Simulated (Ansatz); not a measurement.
Reaction (SMILES): O=CO + H+ → O=C[OH2+]
B3LYP-D3(BJ)/def2-TZVP geometries, fixed; electronic energies without zero-point terms; positive where energy is released.
Largest species:
```
O
H 1 0.9757
H 1 0.9767 2 111.71
C 1 1.6993 2 121.90 3 141.92
O 4 1.1347 1 115.09 2 -152.58
H 4 1.0879 5 142.66 1 176.53
```
Charge +1, spin multiplicity 1.

Basis-set convergence of the proton affinity at HF with Ansatz (a quantum-chemistry and plane-wave program). Cartesian d functions, on some or all atoms, in 6-31+G*; all else is spherical. Species with rotatable bonds are taken in one conformer. The proton sits at the site shown, which need not be the one that binds it best. No added dispersion term, no relativity. Functions are those of the species that has most. Reference: the value in aug-pcseg-3, 162.15 kcal/mol, itself unsure by roughly 0.02 kcal/mol (its mean distance from aug-cc-pVQZ, def2-QZVPPD, pcseg-3). Deviations are taken from unrounded values.

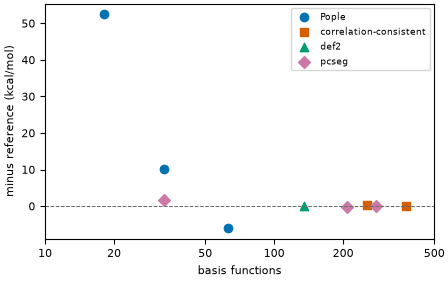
Deviation from the reference against the number of basis functions, by family of sets.

```tsv
basis	functions	proton affinity (kcal/mol)	minus reference (kcal/mol)
STO-3G	18	214.61	52.46
3-21G	33	172.42	10.27
pcseg-0	33	163.87	1.72
6-31+G*	63	156.14	-6.00
def2-TZVPP	135	162.21	0.07
aug-pcseg-2	207	161.96	-0.19
cc-pVQZ	255	162.37	0.22
pcseg-3	279	162.14	0.00
aug-cc-pVQZ	378	162.11	-0.03
```
